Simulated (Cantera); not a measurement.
A closed system holds: 1 mol SiH2Cl2, 1.5 mol HCl, 110 mol N2, at 26000 Pa.

Equilibrium computed with Cantera from the NASA thermochemical tables; the gas is ideal and each condensed phase is pure. Candidate condensed phases: NH4Cl, Si, Si3N4; 28 gas species. N2 is the only nitrogen source here; it is nearly inert below about 1500 K, so the nitride shown seldom forms there in practice. The tables' values for SiCl3 are old estimates; treat these amounts as uncertain. Rates play no part.

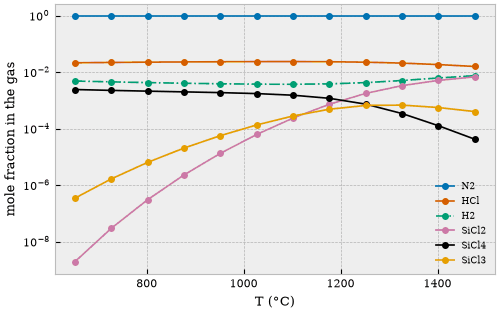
Figure. Equilibrium gas composition (values under 1e-9 drawn at 1e-9)

Task: Read off the mole fractions at 877 °C.

Result: N2 about 0.97, HCl about 0.023, H2 about 0.0040, SiCl4 about 0.0020, SiCl3 about 2.0e-5, SiCl2 about 2.3e-6.
